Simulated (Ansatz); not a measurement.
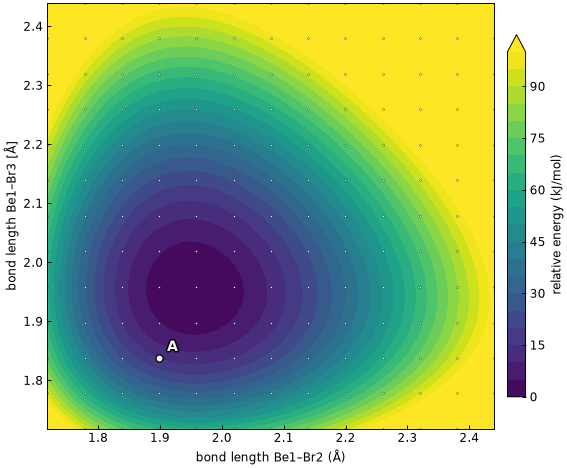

BeBr2. 
- Coordinates scanned: (1) bond length Be1–Br2; (2) bond length Be1–Br3.
- Nothing is relaxed (all other coordinates rigid).
- The scan uses a 13 × 13 grid; 91 points were computed and 78 follow by symmetry.
- Points are written as (first, second).
- Energies are in kJ/mol, from the relaxed molecule at the same level.
- Level of theory: RKS PBE0-D4/def2-TZVP (Ansatz 0.2.0).

Drawn: filled contours, dots at the grid points, one colour for all values above the top of the scale, the point A. Between grid points the surface is interpolated.

Q: Which way does the force act at A, and how strong is it?

A: A, at (1.898 Å, 1.838 Å), is not a stationary point. The computed force is 101 kJ/mol for each Å towards larger values of bond length Be1–Br2 and 230 kJ/mol for each Å towards larger values of bond length Be1–Br3.
